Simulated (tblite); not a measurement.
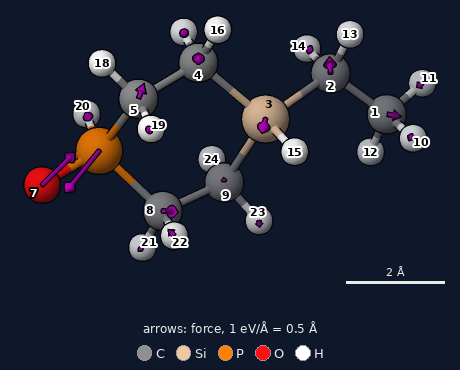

Starting geometry of C6H15OPSi with the computed forces as purple arrows. The picture is a ball-and-stick view, seen at a tilt.

Theory: tblite, GFN2-xTB geometry optimisation, gas phase. 

**Is this structure relaxed? If not, where do the atoms go?**

It isn't relaxed: the largest force vector, on the P atom, is 3.36 eV/Å. The final displacements follow the starting forces only in part (cosine between the two patterns 0.31). An H atom moves most after the best rigid fit: 0.26 Å. By element the largest moves are H 0.26 Å, P 0.15 Å, O 0.11 Å, C 0.08 Å, Si 0.05 Å. Some distances before and after: P–Si 3.471 → 3.351 Å, O–P 1.514 → 1.465 Å, C–Si 1.874 → 1.901 Å, H–P 1.421 → 1.400 Å. Among the angles between lasting bonds that change: C–P–H 109.6° → 102.9°, C–P–C 101.5° → 107.9°, C–P–O 108.2° → 114.1°. Over 49 geometry steps the energy falls by 0.344 eV.
